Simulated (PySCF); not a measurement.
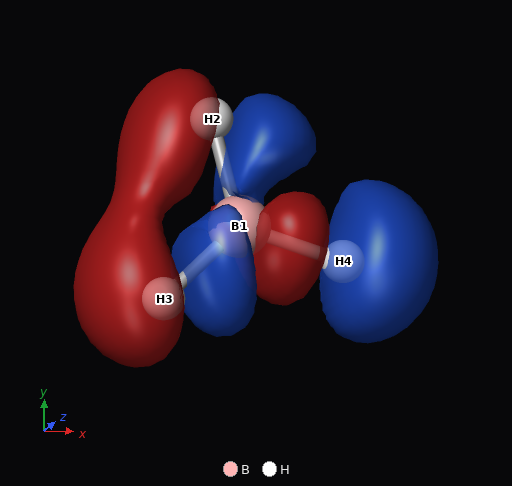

*BH$_{3}$, SMILES `B`. Change of the electron density in a uniform field of 0.21 V/Å, surfaces at ±0.0015 e/Å³ (blue: gain, red: loss).*

Level of theory: ωB97X/def2-TZVP (PySCF), at a geometry from GFN2-xTB. No frequency check shows the geometry to be a minimum. A basis without diffuse functions makes polarisabilities too small.

The field was applied in both directions; the picture shows the one opposite to the script's first.

Along which Cartesian direction does the field point?

Answer. Along −x: electrons gather on the +x side, against the field.

How large is the response?

Answer. The induced dipole is 0.18 D (along the field); α along this axis, from the fields in both directions, is 17 bohr³ (2.6 Å³).
